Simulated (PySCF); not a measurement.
# C8H9N: what the fields show

```xyz
18

C    -2.6223    1.1324   -0.1927
C    -1.8806    0.0716   -0.3742
C    -1.5827   -1.3243   -0.0489
C    -0.7058   -0.5417   -1.0147
N     0.5996   -0.1574   -0.5986
C     1.0947    1.1095   -0.6149
C     2.3812    1.0796   -0.1534
C     2.6783   -0.2621    0.1570
C     1.5618   -0.9975   -0.1294
H    -2.4119    2.0653   -0.6902
H    -3.4780    1.1163    0.4632
H    -1.1768   -1.5393    0.9299
H    -2.2094   -2.1107   -0.4441
H    -0.7745   -0.7970   -2.0713
H     0.4935    1.9297   -0.9538
H     3.0390    1.9200   -0.0474
H     3.6048   -0.6373    0.5456
H     1.3805   -2.0508   -0.0385
```

Geometry: GFN2-xTB.

These are results of PBE0/pcSseg-1, SCF density, gas phase, non-relativistic (PySCF), not measurements.

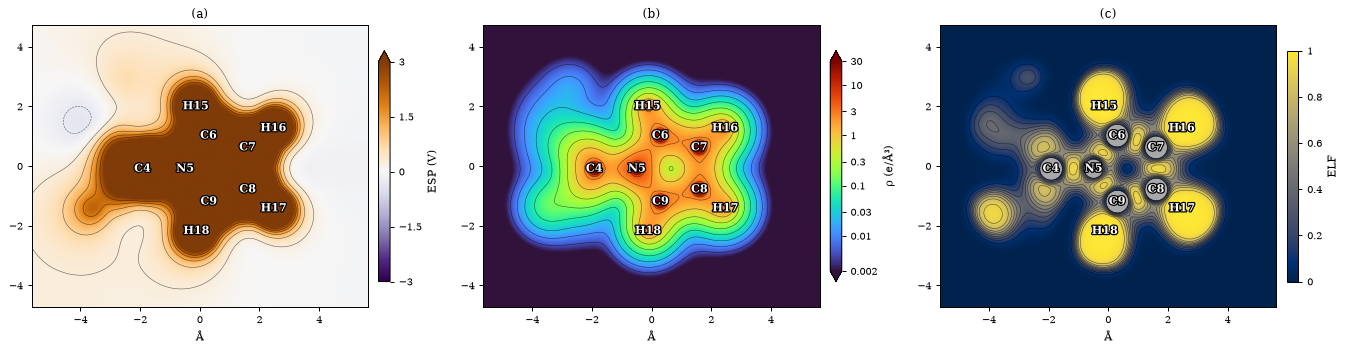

Figure 1. (a) molecular electrostatic potential; (b) total electron density; (c) electron localisation function on the plane of atoms C7, C8 and C9. Grey discs cover the atomic cores in the ELF map.

Q: Describe what can be read from this map.

A:
- Atoms in the plane: C, N and H.
- C–N (1.36 Å): ρ is about 2.3 e/Å³ halfway; the ELF peaks at about 0.90 between the atoms, as expected for a covalent bond.
- C–H (1.07 Å): ρ is about 2.1 e/Å³ halfway; the ELF climbs to about 1 towards the hydrogen, as it does in any bond to H (a covalent bond by its length).
- C–C (1.37 Å): ρ is about 2.2 e/Å³ halfway; the ELF peaks at about 0.95 between the atoms, as expected for localised, covalent bonding.
- C–C (1.41 Å): ρ at the midpoint is about 2 e/Å³; the ELF peaks at about 0.95 between the atoms; localised, covalent bonding.
- C–N (1.42 Å): ρ is about 2 e/Å³ halfway; the ELF peaks at about 0.95 between the atoms; a covalent bond.
- Outside the dense part of the molecule the potential is most negative (−0.4 V) near C1, which lies off the plane.

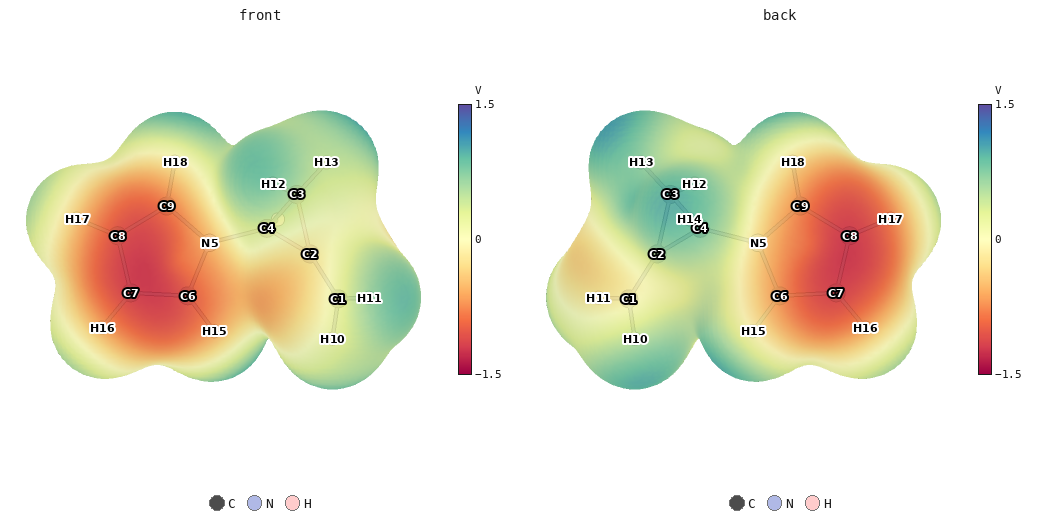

Figure 2. The electrostatic potential painted on the density surface at 0.002 e/bohr³, seen from the front and from behind; the colour scale runs from red (negative) to blue (positive).

Q: Which sites attract a positive test charge, and which a negative one?

A: A positive charge is drawn to the negative regions and a negative charge to the positive ones. The most negative region (about −1.2 V, or −28 kcal/mol for a unit charge) lies over the π face of C7 and C8, the most positive (about +1.0 V, or +23 kcal/mol for a unit charge) over H13 and H14.

Q: How polar is the molecule by this calculation?

A: Its dipole moment is 2.14 D.
